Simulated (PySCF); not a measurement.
**InI: density, localisation and related maps**

```yaml
atoms:
  - { symbol: In, position_ang: [0.0000, 0.0000, -1.4690] }
  - { symbol: I, position_ang: [0.0000, 0.0000, 1.3300] }
```

Core potentials replace the inner electrons of In and I.

These are results of PBE0/cc-pVDZ(-PP), non-relativistic Hamiltonian with scalar-relativistic core potentials where named, at a bond length of 2.799 Å (PySCF), not measurements.

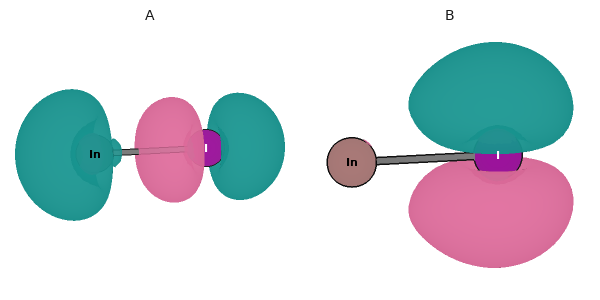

Figure 1. Two frontier orbitals, each drawn at the value that holds 80 % of its norm (teal and pink are the two phases), in no order; of a degenerate pair one member is drawn.

**Label each orbital by symmetry, say whether it is occupied, and order them by energy.**

Orbital B: π, occupied, −7.07 eV; mainly on I (90 %).
Orbital A: σ, occupied, −6.80 eV; shared between the atoms (In 45 %, I 55 %).

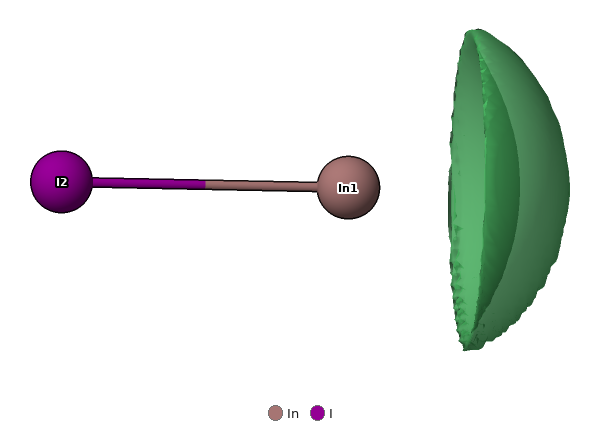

Figure 2. Isosurface of the electron localisation function at 0.85 (green), seen from one side. Only the valence region is drawn (cores and ρ < 0.01 e/Å³ removed).

**Where are the electrons localised?**

The ELF exceeds this value in one lobe on In, pointing away from the bonds (lone pairs).


In–I (2.80 Å): the ELF peaks at about 0.65 in the valence shell of I, 1.2 Å from its nucleus, and drops to about 0.15 between the two atoms.

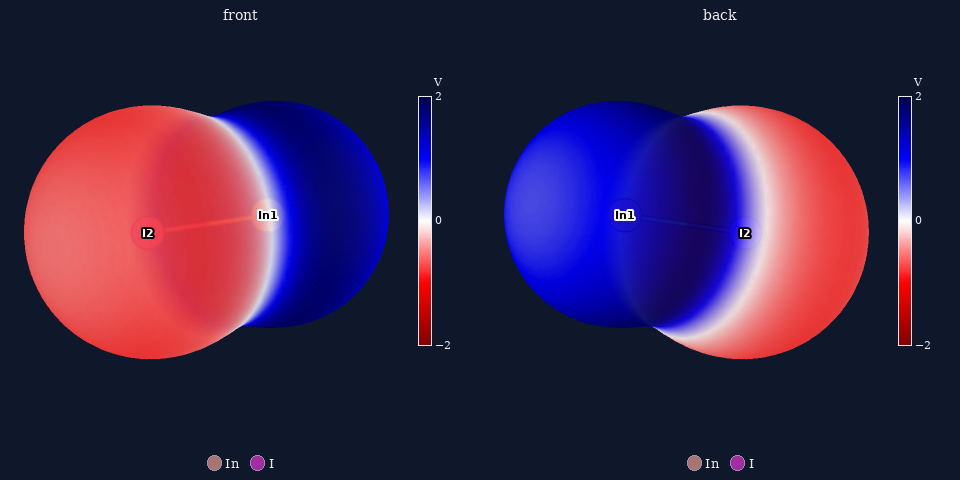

Figure 3. The electrostatic potential painted on the density surface at 0.002 e/bohr³, seen from the front and from behind; red is negative and blue positive.

**Describe the electrostatic potential map.**

The most negative region (about −0.8 V) lies over I2, the most positive (about +1.9 V) over In1.
